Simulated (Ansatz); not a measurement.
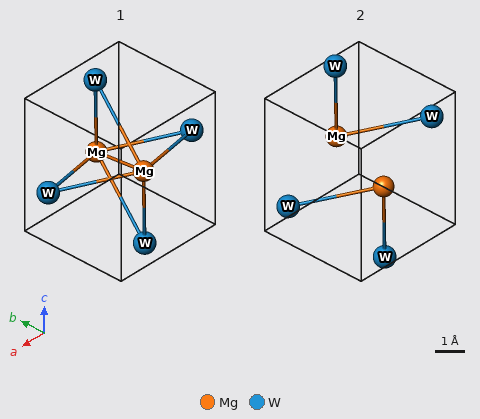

Two geometries of crystalline MgW (set up in P2/c), drawn at one scale. One is the start of a relaxation, the other its converged end. Style: ball-and-stick. Shown: the cell of the calculation, reduced to other axes, from a free direction. Lengths and directions refer to the drawn axes.

Computed with Ansatz 0.2.0, DFT, PBE, plane-wave PAW, default files, scalar-relativistic. (plane-wave cutoff 420 eV; k-point mesh 7 × 6 × 7; occupations fermi dirac; smearing width 0.05 eV; no spin polarisation; atoms relaxed in a fixed cell; force threshold 0.02 eV/Å; at most 60 steps)

Which one is relaxed?

Structure 2 is the relaxed one. Over 8 accepted moves (9 points after the start) the energy falls by 690 meV per atom. Largest force component: 2.8 eV/Å at the start, 0.0055 eV/Å at the end. The line search rejected the trial step at point 5 of the run. The largest moves, 0.66 Å, are those of Mg atoms. By element the largest moves are Mg 0.66 Å, W 0.59 Å. The cell stays as it was. Near-neighbour distances that change, for instance: Mg–W 3.663 → 4.693 Å, Mg–Mg 3.194 → 4.161 Å, Mg–W 3.681 → 2.830 Å, W–W 3.209 → 2.613 Å. Among the angles between lasting bonds that change: W–Mg–W 78.9° → 111.5°, W–Mg–W 104.6° → 116.1°, W–Mg–W 154.0° → 156.3°. The space group stays P2/c (No. 13).
